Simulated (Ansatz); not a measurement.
# How amorphous 64SiO2-25Y2O3-11Al2O3 (mol %) changes with quench rate

Does a slower quench leave a cell of lower energy?

Computed with Ansatz 0.2.0: Kohn-Sham DFT, LDA, PAW (set soft_2). Every run is a single point, with the atoms held where the recipe put them (cutoff of the plane-wave runs 420 eV, fermi-dirac smearing of 0.05 eV).

First member: 164 atoms (28 Si, 22 Er, 10 Al, 104 O) placed at random at 4.5 g/cm³, melted at 5000 K for 10 ps at fixed volume with the Morse and Coulomb pair potential with partial charges (Pedone, Malavasi, Menziani, Cormack and Segre, J. Phys. Chem. B 110, 11780 (2006)). Quenched from 5000 K to 300 K at 10 K/ps and fixed volume, held 10 ps at zero pressure, then minimised at fixed cell. Then Er was replaced by Y and the cell scaled by 1.01 (the potential has no terms for the new elements, so the cell is a start for a DFT relaxation).

Last member: 164 atoms (28 Si, 22 Er, 10 Al, 104 O) placed at random at 4.5 g/cm³, melted at 5000 K for 10 ps at fixed volume with the Morse and Coulomb pair potential with partial charges (Pedone, Malavasi, Menziani, Cormack and Segre, J. Phys. Chem. B 110, 11780 (2006)). Quenched from 5000 K to 300 K at 1000 K/ps and fixed volume, held 10 ps at zero pressure, then minimised at fixed cell. Then Er was replaced by Y and the cell scaled by 1.01 (the potential has no terms for the new elements, so the cell is a start for a DFT relaxation).

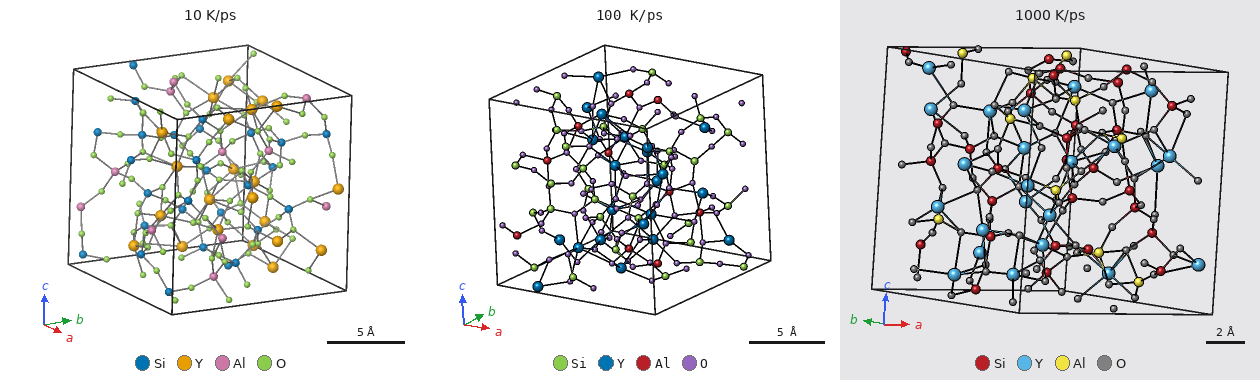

Three members of the series, labelled by quench rate. Some periodic images of atoms are drawn too. Bonds to atoms that aren't drawn are left out.

The members:

```csv
quench rate (K/ps),reduced formula,atoms,valence electrons,k-mesh,basis,density (g/cm³)
10,Y11Al5Si14O52,164,1008,1×1×1,plane waves,3.33
30,Y11Al5Si14O52,164,1008,1×1×1,plane waves,3.45
100,Y11Al5Si14O52,164,1008,1×1×1,plane waves,3.40
300,Y11Al5Si14O52,164,1008,1×1×1,plane waves,3.4
1000,Y11Al5Si14O52,164,1008,1×1×1,plane waves,3.42
```

Each cell is one sample from a classical run, so sample-to-sample scatter enters every column.

The input of the first member, without its atom lines; other members have their own cell and atoms, and may differ in mesh, basis and outputs:

```yaml
crystal:
  lattice:
    - [13.26404, 0.0, 0.0]
    - [0.0, 13.26404, 0.0]
    - [0.0, 0.0, 13.26404]
  atoms:
    [... 164 lines ...]
kpoints:
  mp_grid: { grid: [1, 1, 1] }
hamiltonian:
  xc: lda
scf:
  occupations: { method: fermi_dirac, width: 0.05 }
output:
  forces: true
  stress: true
  populations: true
  dos:
    method: { smearing: { sigma: 0.15 } }
    de: 0.1
    projected: { site_lists: { Al: [Al], O: [O], Si: [Si], "Y": ["Y"] } }
  eigenvalues: true
  write_density: true
  write_potential: true
  volumetric_format: npy
```

Predict the trends along the series.

Results; charges are mean Löwdin charges in e:

```csv
quench rate (K/ps),energy less the first member's (meV/atom),pressure (GPa),r.m.s. force (eV/Å),gap (eV),q(Al),q(Y),q(Si)
10,0.0,-6.49,0.686,3.16,+1.27,+1.28,+1.68
30,-3.9,-5.72,0.676,2.68,+1.29,+1.26,+1.67
100,3.3,-6.11,0.717,3.19,+1.27,+1.28,+1.67
300,6.8,-7.44,0.655,3.15,+1.26,+1.29,+1.67
1000,32.2,-6.50,0.711,2.76,+1.27,+1.27,+1.67
```

The gap is that between the highest filled and lowest empty Kohn-Sham level on the run's k-points; tail or defect levels can set it, and local or semilocal functionals tend to put gaps under measured ones. The projection misses up to 0.055 e an atom, so the charges add up to more than the cell's charge.

Bonds in each cell, which the recipe sets and DFT didn't move; cutoffs follow each cell's own g(r) within set bounds (mean length in Å, and neighbours of the second kind about the first):

```csv
quench rate (K/ps),O-Y length,O-Y count,O-Si length,O-Si count
10,2.353,1.23,1.625,1.08
30,2.353,1.26,1.628,1.08
100,2.349,1.22,1.626,1.08
300,2.377,1.29,1.634,1.08
1000,2.364,1.26,1.626,1.08
```

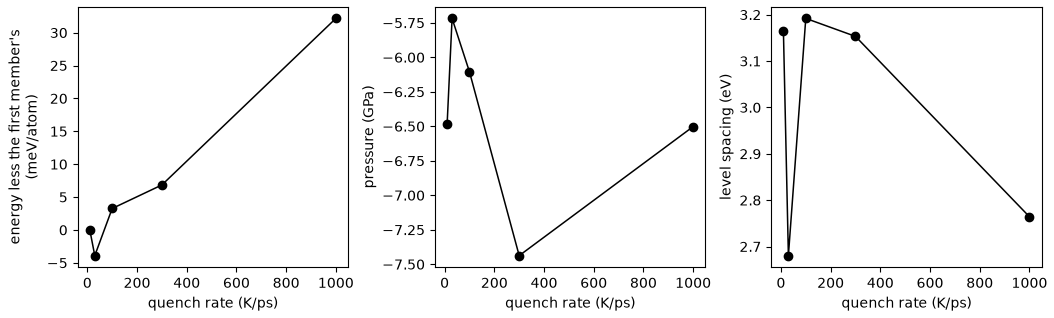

Results against quench rate.

Cost on 8 threads of AMD EPYC 7571, shared host:

```csv
quench rate (K/ps),atoms,basis,k-mesh,SCF cycles,time,host memory (GiB)
10,164,plane waves,1×1×1,11,2 min,3.8
30,164,plane waves,1×1×1,11,1.8 min,3.7
100,164,plane waves,1×1×1,12,1.9 min,3.8
300,164,plane waves,1×1×1,12,1.9 min,3.7
1000,164,plane waves,1×1×1,11,1.7 min,3.7
```

Times include the outputs that each run asked for, on hosts shared with other jobs.

**Reading.** The energy against the first member is lowest at 30 K/ps (-3.9 meV/atom) and highest at 1000 K/ps (32.2 meV/atom), rising overall but not at every step; each member is a single configuration. The slowest quench doesn't give the lowest energy; that at 30 K/ps does, by 3.9 meV/atom, which single samples of this size can't show to be real. The gap is lowest at 30 K/ps (2.68 eV) and highest at 100 K/ps (3.19 eV), with no steady trend; in single samples it varies with the configuration. The pressure is lowest at 300 K/ps (-7.4 GPa) and highest at 30 K/ps (-5.7 GPa), with no steady trend. The cells differ in volume and aren't at zero pressure, which adds to their energy differences.

Caveats: The network of bonds at the start is that of the classical potential that made the cell, and needn't be the one that DFT or experiment would give. The cells aren't relaxed by DFT, which could reorder their energies. Even the slowest of these quenches is many orders faster than a laboratory quench. The cells were made for other elements and scaled, so their density isn't DFT's own.

[Logs are printed without paths, hosts, clocks, repeated set-up lines and the standing remarks that a program may print on its own settings, such as how far it seeks lower states.]

[Hosts, paths, dates, database ids (printed as entryN), source tags and the programs' standing remarks are cut or masked in the printed files.]
